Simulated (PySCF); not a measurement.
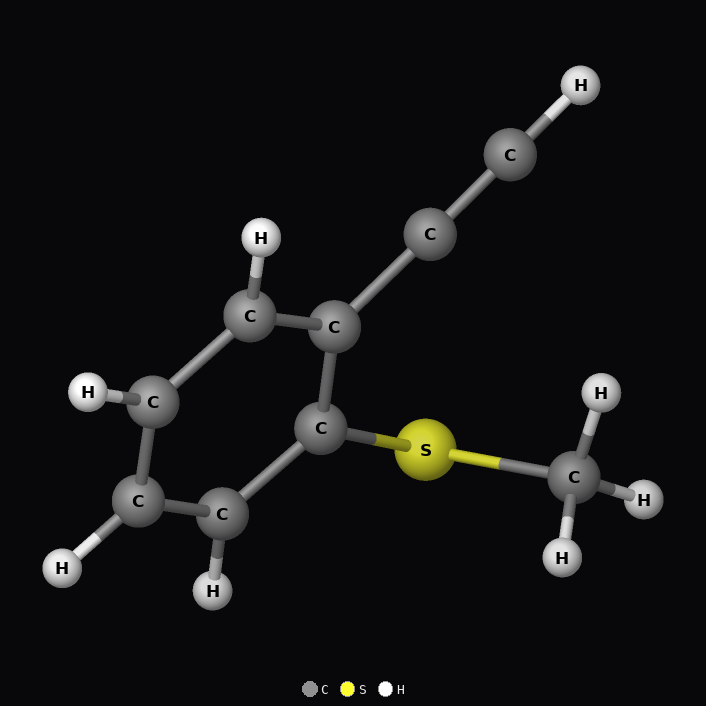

Rendered structure (ball-and-stick style). Every bond is drawn as one stick, whatever its order.

The computed structure is the end point of a GFN2-xTB optimisation. No frequency run is at hand to confirm it as a minimum.

Describe the molecule.

The molecule is C₉H₈S. Its SMILES string is `C#Cc1ccccc1SC`. Independent rings (smallest set): 1 of 6 members, 1 of them aromatic. Among its groups: alkyne, thioether. The point group is C1. Coordination: 2 C linear; 6 C trigonal planar; 1 S bent; 1 C tetrahedral.

More results for the same structure follow; atom numbers are the same in all pictures, views and colours differ.

## Charges

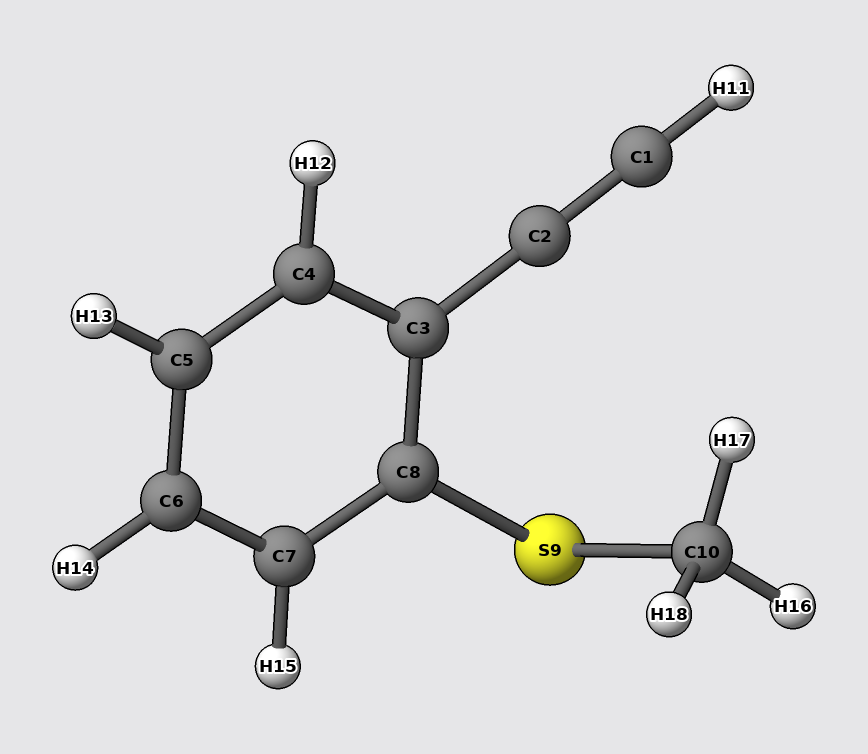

The questions are on Hirshfeld charges. No frequency run is at hand to confirm it as a minimum. Properties computed with PBE0/pcSseg-1, gas phase (PySCF 2.14.0).

Which atom carries the highest charge (most positive or least negative)?

Answer. H11 (0.10 e).

And the lowest?

Answer. C10 (−0.12 e).

Give the Hirshfeld charges atom by atom.

| atom | value (e) |
| --- | --- |
| C1 | −0.10 |
| C2 | −0.04 |
| C3 | 0.00 |
| C4 | −0.04 |
| C5 | −0.05 |
| C6 | −0.04 |
| C7 | −0.05 |
| C8 | −0.01 |
| S9 | 0.01 |
| C10 | −0.12 |
| H11 | 0.10 |
| H12 | 0.06 |
| H13 | 0.05 |
| H14 | 0.06 |
| H15 | 0.05 |
| H16 | 0.05 |
| H17 | 0.03 |
| H18 | 0.04 |

## Electronic properties

No frequency run is at hand to confirm it as a minimum. Properties computed with PBE0/pcSseg-1, gas phase (PySCF 2.14.0).

Give the dipole moment at this level.

Answer. 1.65 D.

Estimate the LUMO energy (Kohn–Sham orbital).

Answer. −1.27 eV.

Give the HOMO energy (Kohn–Sham orbital) at this level.

Answer. −6.42 eV.

## Quadrupole coupling

No frequency run is at hand to confirm it as a minimum. Electric field gradients from the ground-state density, PBE0/pcSseg-1 (PySCF 2.14.0), non-relativistic apart from any core potentials.

Give the largest field-gradient component, the quadrupole coupling constant and the asymmetry for 33S at S9 (Q = −67.81 mb), 2H at H11 (Q = 2.86 mb), 2H at H12 (Q = 2.86 mb).

```
atom  V_zz (a.u.)  e²qQ/h (MHz)     η
  S9       −3.141          50.0  0.60
 H11        0.396         0.266  0.00
 H12        0.323         0.217  0.07
```
